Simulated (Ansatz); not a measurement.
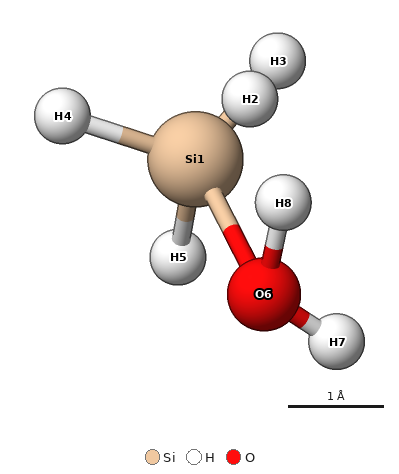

*The structure as given in the input (ball-and-stick view, seen at a tilt; atoms are numbered from 1 in the order of the input).*

Run report: SiH₆O, molecular dynamics (part 1 of 4)

The run: molecular dynamics of SiH₆O. Method and program: RKS PBE-D4/def2-SVP (Ansatz 0.2.0).

It belongs to a series of runs on one base structure; here: dynamics from the highest image of the converged band. Figures and captions count atoms from 1; the log counts them from 0 in places.

What the program printed:
```
Engine: ansatz 0.2.0, aarch64-unknown-linux-gnu
Functional definition: PBE
  parameter kappa = 0.804
  parameter beta = 0.06672455060314922
  exchange = pbe_x(kappa = kappa, mu = beta*pi^2/3)
  correlation = pbe_c(beta = beta)
687 factors; their error is unknown
mean field evaluation 1: about -10005.9368 eV, gradient 4.4e1 eV
mean field evaluation 2: about -9992.0354 eV, gradient 9.6e1 eV
mean field evaluation 4: about -10009.5960 eV, gradient 2.4e0 eV
mean field evaluation 8: about -10009.6185 eV, gradient 2.4e-2 eV
mean field evaluation 16: about -10009.5770 eV, gradient 1.0e-5 eV
mean field -10009.57699767 eV, -367.8451699294 hartree, gradient 1.0e-5 eV, S^2 0.000000; 0 other end points of the search recorded, 0 dependent functions left out
the calculation of the forces begins
reference -10009.57702893 eV, -367.8451710784 hartree; 14, 14 occupied and 48, 48 virtual orbitals, 687 factors
md step     0: t =     0.00 fs  T =   100.0 K  F+E_penalty+E_count = -10009.67486259 eV  E_kin = 0.077556 eV  conserved = -10009.59730659 eV  (24 SCF iters)
these checks for a lower state are left out or cut short: starts, cluster_reference, orbital_swaps, neighbouring_geometries, increment
687 factors; their error is unknown
mean field -10009.57543728 eV, -367.8451125860 hartree, gradient 1.3e-5 eV, S^2 0.000000; 0 other end points of the search recorded, 0 dependent functions left out
the calculation of the forces begins
reference -10009.57546859 eV, -367.8451137367 hartree; 14, 14 occupied and 48, 48 virtual orbitals, 687 factors
md step     1: t =     0.50 fs  T =    98.2 K  F+E_penalty+E_count = -10009.67343181 eV  E_kin = 0.076141 eV  conserved = -10009.59729067 eV  (27 SCF iters)
[... from here on the SCF iterations and repeated set-up lines of each step are left out, up to the last step ...]
md step     2: t =     1.00 fs  T =    93.5 K  F+E_penalty+E_count = -10009.66977202 eV  E_kin = 0.072529 eV  conserved = -10009.59724314 eV  (27 SCF iters)
md step     3: t =     1.50 fs  T =    87.0 K  F+E_penalty+E_count = -10009.66464057 eV  E_kin = 0.067460 eV  conserved = -10009.59718102 eV  (27 SCF iters)
md step     4: t =     2.00 fs  T =    79.8 K  F+E_penalty+E_count = -10009.65902459 eV  E_kin = 0.061901 eV  conserved = -10009.59712372 eV  (27 SCF iters)
md step     5: t =     2.50 fs  T =    73.2 K  F+E_penalty+E_count = -10009.65383472 eV  E_kin = 0.056748 eV  conserved = -10009.59708678 eV  (27 SCF iters)
md step     6: t =     3.00 fs  T =    67.8 K  F+E_penalty+E_count = -10009.64965799 eV  E_kin = 0.052580 eV  conserved = -10009.59707794 eV  (27 SCF iters)
md step     7: t =     3.50 fs  T =    63.9 K  F+E_penalty+E_count = -10009.64663622 eV  E_kin = 0.049541 eV  conserved = -10009.59709525 eV  (27 SCF iters)
md step     8: t =     4.00 fs  T =    61.1 K  F+E_penalty+E_count = -10009.64449869 eV  E_kin = 0.047371 eV  conserved = -10009.59712782 eV  (27 SCF iters)
md step     9: t =     4.50 fs  T =    58.8 K  F+E_penalty+E_count = -10009.64273745 eV  E_kin = 0.045578 eV  conserved = -10009.59715900 eV  (27 SCF iters)
md step    10: t =     5.00 fs  T =    56.3 K  F+E_penalty+E_count = -10009.64086939 eV  E_kin = 0.043697 eV  conserved = -10009.59717275 eV  (27 SCF iters)
md step    11: t =     5.50 fs  T =    53.5 K  F+E_penalty+E_count = -10009.63868429 eV  E_kin = 0.041523 eV  conserved = -10009.59716128 eV  (27 SCF iters)
md step    12: t =     6.00 fs  T =    50.6 K  F+E_penalty+E_count = -10009.63636072 eV  E_kin = 0.039230 eV  conserved = -10009.59713045 eV  (27 SCF iters)
md step    13: t =     6.50 fs  T =    48.1 K  F+E_penalty+E_count = -10009.63437170 eV  E_kin = 0.037274 eV  conserved = -10009.59709811 eV  (27 SCF iters)
md step    14: t =     7.00 fs  T =    46.6 K  F+E_penalty+E_count = -10009.63320947 eV  E_kin = 0.036125 eV  conserved = -10009.59708440 eV  (27 SCF iters)
md step    15: t =     7.50 fs  T =    46.4 K  F+E_penalty+E_count = -10009.63308042 eV  E_kin = 0.035981 eV  conserved = -10009.59709932 eV  (27 SCF iters)
md step    16: t =     8.00 fs  T =    47.2 K  F+E_penalty+E_count = -10009.63375966 eV  E_kin = 0.036626 eV  conserved = -10009.59713415 eV  (27 SCF iters)
md step    17: t =     8.50 fs  T =    48.4 K  F+E_penalty+E_count = -10009.63471186 eV  E_kin = 0.037542 eV  conserved = -10009.59716946 eV  (25 SCF iters)
md step    18: t =     9.00 fs  T =    49.3 K  F+E_penalty+E_count = -10009.63539677 eV  E_kin = 0.038213 eV  conserved = -10009.59718382 eV  (27 SCF iters)
md step    19: t =     9.50 fs  T =    49.5 K  F+E_penalty+E_count = -10009.63558791 eV  E_kin = 0.038420 eV  conserved = -10009.59716824 eV  (27 SCF iters)
md step    20: t =    10.00 fs  T =    49.5 K  F+E_penalty+E_count = -10009.63552195 eV  E_kin = 0.038395 eV  conserved = -10009.59712737 eV  (27 SCF iters)
md step    21: t =    10.50 fs  T =    50.0 K  F+E_penalty+E_count = -10009.63582985 eV  E_kin = 0.038753 eV  conserved = -10009.59707699 eV  (27 SCF iters)
md step    22: t =    11.00 fs  T =    51.9 K  F+E_penalty+E_count = -10009.63730027 eV  E_kin = 0.040265 eV  conserved = -10009.59703525 eV  (27 SCF iters)
md step    23: t =    11.50 fs  T =    56.2 K  F+E_penalty+E_count = -10009.64059306 eV  E_kin = 0.043576 eV  conserved = -10009.59701699 eV  (27 SCF iters)
md step    24: t =    12.00 fs  T =    63.2 K  F+E_penalty+E_count = -10009.64600591 eV  E_kin = 0.048977 eV  conserved = -10009.59702848 eV  (27 SCF iters)
md step    25: t =    12.50 fs  T =    72.6 K  F+E_penalty+E_count = -10009.65336932 eV  E_kin = 0.056302 eV  conserved = -10009.59706686 eV  (27 SCF iters)
md step    26: t =    13.00 fs  T =    83.8 K  F+E_penalty+E_count = -10009.66209440 eV  E_kin = 0.064974 eV  conserved = -10009.59712015 eV  (27 SCF iters)
md step    27: t =    13.50 fs  T =    95.7 K  F+E_penalty+E_count = -10009.67136436 eV  E_kin = 0.074194 eV  conserved = -10009.59717053 eV  (27 SCF iters)
md step    28: t =    14.00 fs  T =   107.3 K  F+E_penalty+E_count = -10009.68041550 eV  E_kin = 0.083215 eV  conserved = -10009.59720014 eV  (27 SCF iters)
md step    29: t =    14.50 fs  T =   118.1 K  F+E_penalty+E_count = -10009.68881457 eV  E_kin = 0.091616 eV  conserved = -10009.59719878 eV  (27 SCF iters)
md step    30: t =    15.00 fs  T =   128.2 K  F+E_penalty+E_count = -10009.69661512 eV  E_kin = 0.099446 eV  conserved = -10009.59716899 eV  (27 SCF iters)
md step    31: t =    15.50 fs  T =   138.2 K  F+E_penalty+E_count = -10009.70430700 eV  E_kin = 0.107179 eV  conserved = -10009.59712762 eV  (27 SCF iters)
md step    32: t =    16.00 fs  T =   148.9 K  F+E_penalty+E_count = -10009.71255736 eV  E_kin = 0.115461 eV  conserved = -10009.59709652 eV  (27 SCF iters)
md step    33: t =    16.50 fs  T =   160.9 K  F+E_penalty+E_count = -10009.72187333 eV  E_kin = 0.124784 eV  conserved = -10009.59708960 eV  (27 SCF iters)
md step    34: t =    17.00 fs  T =   174.4 K  F+E_penalty+E_count = -10009.73238168 eV  E_kin = 0.135275 eV  conserved = -10009.59710685 eV  (27 SCF iters)
md step    35: t =    17.50 fs  T =   189.2 K  F+E_penalty+E_count = -10009.74384686 eV  E_kin = 0.146715 eV  conserved = -10009.59713158 eV  (27 SCF iters)
md step    36: t =    18.00 fs  T =   204.7 K  F+E_penalty+E_count = -10009.75591400 eV  E_kin = 0.158769 eV  conserved = -10009.59714455 eV  (24 SCF iters)
md step    37: t =    18.50 fs  T =   220.8 K  F+E_penalty+E_count = -10009.76839977 eV  E_kin = 0.171264 eV  conserved = -10009.59713547 eV  (27 SCF iters)
md step    38: t =    19.00 fs  T =   237.7 K  F+E_penalty+E_count = -10009.78145395 eV  E_kin = 0.184346 eV  conserved = -10009.59710771 eV  (27 SCF iters)
md step    39: t =    19.50 fs  T =   255.9 K  F+E_penalty+E_count = -10009.79551255 eV  E_kin = 0.198437 eV  conserved = -10009.59707528 eV  (27 SCF iters)
md step    40: t =    20.00 fs  T =   276.0 K  F+E_penalty+E_count = -10009.81108664 eV  E_kin = 0.214032 eV  conserved = -10009.59705491 eV  (28 SCF iters)
md step    41: t =    20.50 fs  T =   298.4 K  F+E_penalty+E_count = -10009.82850301 eV  E_kin = 0.231444 eV  conserved = -10009.59705881 eV  (27 SCF iters)
md step    42: t =    21.00 fs  T =   323.1 K  F+E_penalty+E_count = -10009.84771025 eV  E_kin = 0.250620 eV  conserved = -10009.59709065 eV  (27 SCF iters)
md step    43: t =    21.50 fs  T =   349.5 K  F+E_penalty+E_count = -10009.86821982 eV  E_kin = 0.271075 eV  conserved = -10009.59714449 eV  (27 SCF iters)
md step    44: t =    22.00 fs  T =   376.5 K  F+E_penalty+E_count = -10009.88920019 eV  E_kin = 0.291993 eV  conserved = -10009.59720680 eV  (27 SCF iters, 3 dispersion substeps)
md step    45: t =    22.50 fs  T =   402.9 K  F+E_penalty+E_count = -10009.90969599 eV  E_kin = 0.312437 eV  conserved = -10009.59725904 eV  (26 SCF iters, 3 dispersion substeps)
md step    46: t =    23.00 fs  T =   427.6 K  F+E_penalty+E_count = -10009.92891364 eV  E_kin = 0.331630 eV  conserved = -10009.59728413 eV  (26 SCF iters, 3 dispersion substeps)
md step    47: t =    23.50 fs  T =   450.3 K  F+E_penalty+E_count = -10009.94648067 eV  E_kin = 0.349207 eV  conserved = -10009.59727396 eV  (26 SCF iters, 3 dispersion substeps)
md step    48: t =    24.00 fs  T =   471.1 K  F+E_penalty+E_count = -10009.96257242 eV  E_kin = 0.365339 eV  conserved = -10009.59723322 eV  (26 SCF iters, 3 dispersion substeps)
md step    49: t =    24.50 fs  T =   490.8 K  F+E_penalty+E_count = -10009.97783284 eV  E_kin = 0.380653 eV  conserved = -10009.59718000 eV  (26 SCF iters, 3 dispersion substeps)
md step    50: t =    25.00 fs  T =   510.5 K  F+E_penalty+E_count = -10009.99309193 eV  E_kin = 0.395954 eV  conserved = -10009.59713815 eV  (26 SCF iters, 3 dispersion substeps)
md step    51: t =    25.50 fs  T =   531.1 K  F+E_penalty+E_count = -10010.00900000 eV  E_kin = 0.411876 eV  conserved = -10009.59712432 eV  (26 SCF iters, 3 dispersion substeps)
md step    52: t =    26.00 fs  T =   552.7 K  F+E_penalty+E_count = -10010.02577026 eV  E_kin = 0.428630 eV  conserved = -10009.59713998 eV  (26 SCF iters, 3 dispersion substeps)
md step    53: t =    26.50 fs  T =   575.1 K  F+E_penalty+E_count = -10010.04316626 eV  E_kin = 0.445997 eV  conserved = -10009.59716973 eV  (26 SCF iters, 3 dispersion substeps)
md step    54: t =    27.00 fs  T =   597.7 K  F+E_penalty+E_count = -10010.06073201 eV  E_kin = 0.463539 eV  conserved = -10009.59719323 eV  (26 SCF iters, 3 dispersion substeps)
md step    55: t =    27.50 fs  T =   620.1 K  F+E_penalty+E_count = -10010.07810347 eV  E_kin = 0.480906 eV  conserved = -10009.59719722 eV  (23 SCF iters, 3 dispersion substeps)
md step    56: t =    28.00 fs  T =   642.2 K  F+E_penalty+E_count = -10010.09521537 eV  E_kin = 0.498033 eV  conserved = -10009.59718202 eV  (26 SCF iters, 3 dispersion substeps)
md step    57: t =    28.50 fs  T =   664.2 K  F+E_penalty+E_count = -10010.11230352 eV  E_kin = 0.515144 eV  conserved = -10009.59715924 eV  (26 SCF iters, 3 dispersion substeps)
md step    58: t =    29.00 fs  T =   686.7 K  F+E_penalty+E_count = -10010.12973178 eV  E_kin = 0.532588 eV  conserved = -10009.59714357 eV  (26 SCF iters, 3 dispersion substeps)
md step    59: t =    29.50 fs  T =   710.0 K  F+E_penalty+E_count = -10010.14775719 eV  E_kin = 0.550610 eV  conserved = -10009.59714687 eV  (26 SCF iters, 3 dispersion substeps)
md step    60: t =    30.00 fs  T =   733.9 K  F+E_penalty+E_count = -10010.16634376 eV  E_kin = 0.569171 eV  conserved = -10009.59717289 eV  (26 SCF iters, 3 dispersion substeps)
md step    61: t =    30.50 fs  T =   758.0 K  F+E_penalty+E_count = -10010.18509879 eV  E_kin = 0.587882 eV  conserved = -10009.59721691 eV  (26 SCF iters, 3 dispersion substeps)
md step    62: t =    31.00 fs  T =   781.5 K  F+E_penalty+E_count = -10010.20334523 eV  E_kin = 0.606079 eV  conserved = -10009.59726657 eV  (26 SCF iters, 3 dispersion substeps)
md step    63: t =    31.50 fs  T =   803.3 K  F+E_penalty+E_count = -10010.22030821 eV  E_kin = 0.623002 eV  conserved = -10009.59730600 eV  (25 SCF iters, 3 dispersion substeps)
md step    64: t =    32.00 fs  T =   822.7 K  F+E_penalty+E_count = -10010.23536089 eV  E_kin = 0.638040 eV  conserved = -10009.59732060 eV  (25 SCF iters, 3 dispersion substeps)
md step    65: t =    32.50 fs  T =   839.3 K  F+E_penalty+E_count = -10010.24825411 eV  E_kin = 0.650952 eV  conserved = -10009.59730212 eV  (24 SCF iters, 3 dispersion substeps)
md step    66: t =    33.00 fs  T =   853.6 K  F+E_penalty+E_count = -10010.25924131 eV  E_kin = 0.661988 eV  conserved = -10009.59725358 eV  (25 SCF iters, 3 dispersion substeps)
md step    67: t =    33.50 fs  T =   866.3 K  F+E_penalty+E_count = -10010.26902491 eV  E_kin = 0.671833 eV  conserved = -10009.59719146 eV  (25 SCF iters, 3 dispersion substeps)
md step    68: t =    34.00 fs  T =   878.6 K  F+E_penalty+E_count = -10010.27851165 eV  E_kin = 0.681374 eV  conserved = -10009.59713804 eV  (25 SCF iters, 3 dispersion substeps)
md step    69: t =    34.50 fs  T =   891.4 K  F+E_penalty+E_count = -10010.28847724 eV  E_kin = 0.691367 eV  conserved = -10009.59711071 eV  (26 SCF iters, 3 dispersion substeps)
md step    70: t =    35.00 fs  T =   905.4 K  F+E_penalty+E_count = -10010.29930937 eV  E_kin = 0.702197 eV  conserved = -10009.59711282 eV  (26 SCF iters, 3 dispersion substeps)
md step    71: t =    35.50 fs  T =   920.4 K  F+E_penalty+E_count = -10010.31096787 eV  E_kin = 0.713837 eV  conserved = -10009.59713137 eV  (26 SCF iters, 3 dispersion substeps)
md step    72: t =    36.00 fs  T =   936.1 K  F+E_penalty+E_count = -10010.32317437 eV  E_kin = 0.726026 eV  conserved = -10009.59714821 eV  (26 SCF iters, 3 dispersion substeps)
md step    73: t =    36.50 fs  T =   952.3 K  F+E_penalty+E_count = -10010.33568650 eV  E_kin = 0.738535 eV  conserved = -10009.59715118 eV  (23 SCF iters, 3 dispersion substeps)
md step    74: t =    37.00 fs  T =   968.8 K  F+E_penalty+E_count = -10010.34848089 eV  E_kin = 0.751340 eV  conserved = -10009.59714063 eV  (26 SCF iters, 3 dispersion substeps)
md step    75: t =    37.50 fs  T =   985.9 K  F+E_penalty+E_count = -10010.36174925 eV  E_kin = 0.764622 eV  conserved = -10009.59712701 eV  (26 SCF iters, 3 dispersion substeps)
md step    76: t =    38.00 fs  T =  1003.9 K  F+E_penalty+E_count = -10010.37574251 eV  E_kin = 0.778621 eV  conserved = -10009.59712199 eV  (26 SCF iters, 3 dispersion substeps)
md step    77: t =    38.50 fs  T =  1023.1 K  F+E_penalty+E_count = -10010.39058233 eV  E_kin = 0.793450 eV  conserved = -10009.59713235 eV  (26 SCF iters, 3 dispersion substeps)
md step    78: t =    39.00 fs  T =  1043.1 K  F+E_penalty+E_count = -10010.40614712 eV  E_kin = 0.808989 eV  conserved = -10009.59715789 eV  (26 SCF iters, 3 dispersion substeps)
md step    79: t =    39.50 fs  T =  1063.6 K  F+E_penalty+E_count = -10010.42207798 eV  E_kin = 0.824888 eV  conserved = -10009.59718988 eV  (26 SCF iters, 3 dispersion substeps)
md step    80: t =    40.00 fs  T =  1084.0 K  F+E_penalty+E_count = -10010.43790041 eV  E_kin = 0.840683 eV  conserved = -10009.59721732 eV  (26 SCF iters, 3 dispersion substeps)
md step    81: t =    40.50 fs  T =  1103.7 K  F+E_penalty+E_count = -10010.45320295 eV  E_kin = 0.855975 eV  conserved = -10009.59722831 eV  (26 SCF iters, 3 dispersion substeps)
md step    82: t =    41.00 fs  T =  1122.6 K  F+E_penalty+E_count = -10010.46782213 eV  E_kin = 0.870607 eV  conserved = -10009.59721557 eV  (26 SCF iters, 3 dispersion substeps)
md step    83: t =    41.50 fs  T =  1140.8 K  F+E_penalty+E_count = -10010.48196107 eV  E_kin = 0.884783 eV  conserved = -10009.59717831 eV  (26 SCF iters, 3 dispersion substeps)
md step    84: t =    42.00 fs  T =  1159.2 K  F+E_penalty+E_count = -10010.49618567 eV  E_kin = 0.899058 eV  conserved = -10009.59712773 eV  (26 SCF iters, 3 dispersion substeps)
md step    85: t =    42.50 fs  T =  1178.7 K  F+E_penalty+E_count = -10010.51125132 eV  E_kin = 0.914168 eV  conserved = -10009.59708331 eV  (26 SCF iters, 3 dispersion substeps)
md step    86: t =    43.00 fs  T =  1200.1 K  F+E_penalty+E_count = -10010.52780244 eV  E_kin = 0.930737 eV  conserved = -10009.59706565 eV  (26 SCF iters, 3 dispersion substeps)
md step    87: t =    43.50 fs  T =  1223.6 K  F+E_penalty+E_count = -10010.54606617 eV  E_kin = 0.948982 eV  conserved = -10009.59708435 eV  (26 SCF iters, 3 dispersion substeps)
md step    88: t =    44.00 fs  T =  1248.9 K  F+E_penalty+E_count = -10010.56571043 eV  E_kin = 0.968578 eV  conserved = -10009.59713250 eV  (26 SCF iters, 3 dispersion substeps)
md step    89: t =    44.50 fs  T =  1274.9 K  F+E_penalty+E_count = -10010.58595575 eV  E_kin = 0.988766 eV  conserved = -10009.59718965 eV  (26 SCF iters, 3 dispersion substeps)
md step    90: t =    45.00 fs  T =  1300.5 K  F+E_penalty+E_count = -10010.60588523 eV  E_kin = 1.008650 eV  conserved = -10009.59723505 eV  (26 SCF iters, 3 dispersion substeps)
md step    91: t =    45.50 fs  T =  1324.9 K  F+E_penalty+E_count = -10010.62476803 eV  E_kin = 1.027510 eV  conserved = -10009.59725828 eV  (23 SCF iters, 3 dispersion substeps)
md step    92: t =    46.00 fs  T =  1347.4 K  F+E_penalty+E_count = -10010.64222679 eV  E_kin = 1.044965 eV  conserved = -10009.59726195 eV  (26 SCF iters, 3 dispersion substeps)
md step    93: t =    46.50 fs  T =  1368.0 K  F+E_penalty+E_count = -10010.65820044 eV  E_kin = 1.060942 eV  conserved = -10009.59725807 eV  (25 SCF iters, 3 dispersion substeps)
md step    94: t =    47.00 fs  T =  1386.8 K  F+E_penalty+E_count = -10010.67277461 eV  E_kin = 1.075518 eV  conserved = -10009.59725663 eV  (25 SCF iters, 3 dispersion substeps)
md step    95: t =    47.50 fs  T =  1403.8 K  F+E_penalty+E_count = -10010.68601824 eV  E_kin = 1.088757 eV  conserved = -10009.59726098 eV  (25 SCF iters, 3 dispersion substeps)
md step    96: t =    48.00 fs  T =  1419.2 K  F+E_penalty+E_count = -10010.69791206 eV  E_kin = 1.100644 eV  conserved = -10009.59726839 eV  (25 SCF iters, 3 dispersion substeps)
md step    97: t =    48.50 fs  T =  1432.7 K  F+E_penalty+E_count = -10010.70838189 eV  E_kin = 1.111109 eV  conserved = -10009.59727299 eV  (25 SCF iters, 3 dispersion substeps)
md step    98: t =    49.00 fs  T =  1444.3 K  F+E_penalty+E_count = -10010.71739423 eV  E_kin = 1.120127 eV  conserved = -10009.59726694 eV  (25 SCF iters, 3 dispersion substeps)
md step    99: t =    49.50 fs  T =  1454.2 K  F+E_penalty+E_count = -10010.72506611 eV  E_kin = 1.127821 eV  conserved = -10009.59724556 eV  (25 SCF iters, 3 dispersion substeps)
md step   100: t =    50.00 fs  T =  1462.8 K  F+E_penalty+E_count = -10010.73173471 eV  E_kin = 1.134526 eV  conserved = -10009.59720905 eV  (25 SCF iters, 3 dispersion substeps)
md step   101: t =    50.50 fs  T =  1470.9 K  F+E_penalty+E_count = -10010.73795266 eV  E_kin = 1.140788 eV  conserved = -10009.59716432 eV  (25 SCF iters, 3 dispersion substeps)
md step   102: t =    51.00 fs  T =  1479.3 K  F+E_penalty+E_count = -10010.74438137 eV  E_kin = 1.147257 eV  conserved = -10009.59712452 eV  (24 SCF iters, 3 dispersion substeps)
md step   103: t =    51.50 fs  T =  1488.6 K  F+E_penalty+E_count = -10010.75158783 eV  E_kin = 1.154482 eV  conserved = -10009.59710589 eV  (25 SCF iters, 3 dispersion substeps)
md step   104: t =    52.00 fs  T =  1499.2 K  F+E_penalty+E_count = -10010.75980456 eV  E_kin = 1.162685 eV  conserved = -10009.59711959 eV  (25 SCF iters, 3 dispersion substeps)
md step   105: t =    52.50 fs  T =  1510.7 K  F+E_penalty+E_count = -10010.76877197 eV  E_kin = 1.171608 eV  conserved = -10009.59716388 eV  (25 SCF iters, 3 dispersion substeps)
md step   106: t =    53.00 fs  T =  1522.2 K  F+E_penalty+E_count = -10010.77777719 eV  E_kin = 1.180555 eV  conserved = -10009.59722235 eV  (25 SCF iters, 3 dispersion substeps)
md step   107: t =    53.50 fs  T =  1532.6 K  F+E_penalty+E_count = -10010.78591124 eV  E_kin = 1.188640 eV  conserved = -10009.59727125 eV  (25 SCF iters, 3 dispersion substeps)
md step   108: t =    54.00 fs  T =  1541.0 K  F+E_penalty+E_count = -10010.79243219 eV  E_kin = 1.195140 eV  conserved = -10009.59729204 eV  (25 SCF iters, 3 dispersion substeps)
md step   109: t =    54.50 fs  T =  1547.0 K  F+E_penalty+E_count = -10010.79704714 eV  E_kin = 1.199767 eV  conserved = -10009.59728046 eV  (25 SCF iters, 3 dispersion substeps)
```
